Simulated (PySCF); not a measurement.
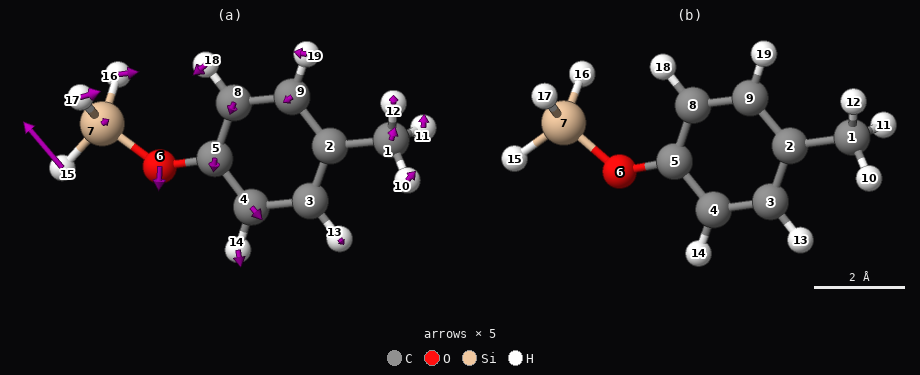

The structure of C7H10OSi before (left) and after (right) a relaxation, at one scale. The purple arrows give the displacements, 5 times their true length.

A ball-and-stick model, seen at a tilt.

The start comes from GFN2-xTB. Its atoms were then displaced at random by about 0.01 Å.

These are results of PySCF, PBE0-D3(BJ)/def2-SVP geometry optimisation, gas phase, not measurements. 

What changed between the two?

The largest move after the best rigid fit is that of H15, 0.27 Å. Largest moves by element: H 0.27 Å, O 0.12 Å, C 0.08 Å, Si 0.04 Å. Near-neighbour distances that change, for instance: O6–Si7 1.630 → 1.676 Å, C3–C4 1.433 → 1.390 Å, Si7–H15 1.450 → 1.485 Å, C4–C5 1.364 → 1.398 Å. Bond angles that change, for instance: C5–O6–Si7 135.3° → 128.6°, O6–Si7–H15 98.9° → 105.1°, C5–C4–H14 122.3° → 118.5°. After 6 geometry steps the energy has fallen by 26.8 kJ/mol. Cost: 3.2 min on 1 thread of Arm Neoverse N1, with other jobs on the host.
